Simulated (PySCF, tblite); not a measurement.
# C5H11FSSi: geometry, infrared bands and NMR shifts

Wanted: the infrared bands and NMR shifts of C5H11FSSi (`C[C@@H]1[SiH2]SC[C@@]1(C)F`), by calculation.

Programs: tblite 0.8.0 and PySCF 2.14.0, with density-fitted response routines of our own. Each step states its level of theory. These are calculated values for one molecule in the gas phase, unless marked as measured. Atoms count from 0, in the outputs and in this text.

**1. The starting structure**

19 atoms, charge 0, multiplicity 1; geometry from: force field or distance geometry start.

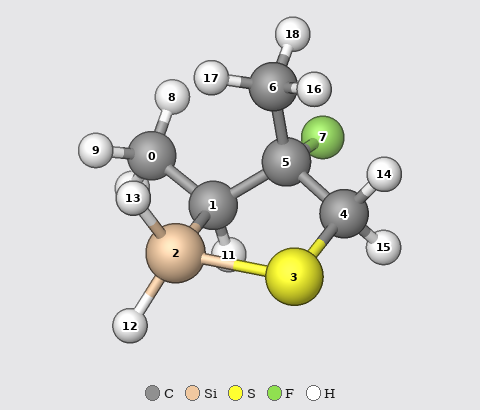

The starting geometry (carbon grey, silicon light orange, sulfur yellow, fluorine green, hydrogen white), atoms numbered; sticks join atoms by distance.

**2. Optimising the geometry with GFN2-xTB**

Job settings and geometry (Å):

```
{"job": {"kind": "relax", "xc": "GFN2-xTB", "basis": "xTB"}, "charge": 0, "multiplicity": 1}
C     -1.180200     1.581400    -0.087200
C     -0.683000     0.263500    -0.547200
Si    -1.511200    -1.169800     0.359000
S      0.037200    -2.548900    -0.220500
C      1.201600    -1.296900    -0.793500
C      0.776200     0.045900    -0.362200
C      1.308300     0.352600     1.007900
F      1.411900     0.959600    -1.212700
H     -0.395600     2.319600     0.114300
H     -1.882900     1.490800     0.794400
H     -1.815600     2.005800    -0.919900
H     -0.945000     0.149500    -1.615400
H     -2.817100    -1.502200    -0.209600
H     -1.563500    -0.977600     1.794200
H      2.167900    -1.522000    -0.277000
H      1.416300    -1.390600    -1.864700
H      1.939100    -0.523300     1.310700
H      0.529700     0.539900     1.764000
H      1.996100     1.231700     0.957800
```

Command:

```sh
OMP_NUM_THREADS=1 python probes_run.py task.json out
```

One launch serves the whole session: the jobs run in the order shown.

**Question.** This job is followed by: GFN2-xTB harmonic vibrations, gas phase; GIAO PBE0/pcSseg-1 NMR shielding, non-relativistic, gas phase. What will the session give for the following? strongest single infrared mode (GFN2-xTB); zero-point energy (GFN2-xTB); ¹³C shifts against TMS (PBE0/pcSseg-1); ¹H shifts against TMS (PBE0/pcSseg-1, means over atoms taken as alike); ²⁹Si shifts against TMS (PBE0/pcSseg-1); ³³S shifts against CS2 (PBE0/pcSseg-1); ¹⁹F shifts against CFCl3 (PBE0/pcSseg-1).

**Answer**, as computed:

| quantity | value |
| --- | --- |
| strongest single infrared mode (GFN2-xTB) | 2304 cm⁻¹, 330 km/mol |
| zero-point energy (GFN2-xTB) | 92.9 kcal/mol |
| ¹³C shifts against TMS (PBE0/pcSseg-1) | 104.2, 46.3, 32.9, 21.0, 11.5 ppm |
| ¹H shifts against TMS (PBE0/pcSseg-1, means over atoms taken as alike) | 4.89, 4.59, 3.33, 2.79, 1.82, 1.46, 1.26 ppm |
| ²⁹Si shifts against TMS (PBE0/pcSseg-1) | -13.6 ppm |
| ³³S shifts against CS2 (PBE0/pcSseg-1) | -211 ppm |
| ¹⁹F shifts against CFCl3 (PBE0/pcSseg-1) | -176.4 ppm |

In words: Over 140 steps the energy fell by 0.675 eV; of the close pairs, C4–C5 changed most, 1.473 to 1.529 Å. All 51 modes are real, so the xTB geometry is a minimum. The strongest single mode, at 2304 cm⁻¹, moves mainly H13. Unscaled tight-binding wavenumbers are off by several per cent, some by more. Its intensities can rank the bands wrongly. C5 (fully substituted sp3 carbon bonded to F) lies farthest downfield among carbon, at 104.2 ppm; pulled downfield by the heteroatom. At PBE0/pcSseg-1: The widest tensor belongs to S3: span 370 ppm, with a paramagnetic part of -343 ppm.
